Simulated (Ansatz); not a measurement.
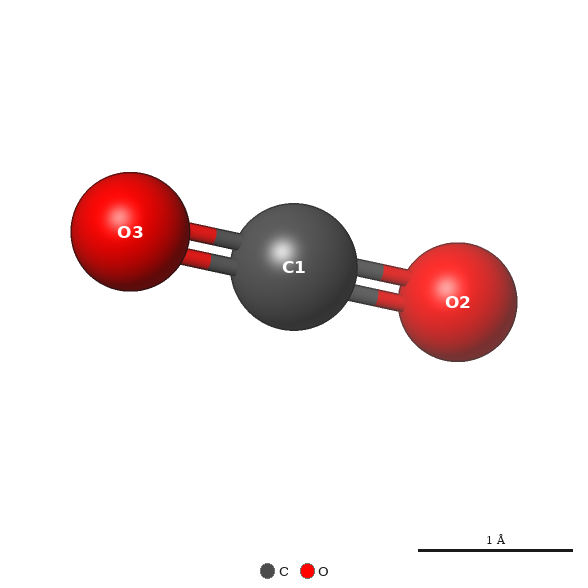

(Drawn from a calculation with Ansatz.)

Orthographic view. Distant atoms are faded towards the background colour. Geometry: a fixed input geometry, not necessarily a minimum.

List all interatomic distances (Å) as a matrix.

```
atom    C1    O2    O3
  C1  0.00            
  O2  1.16  0.00      
  O3  1.16  2.33  0.00
```
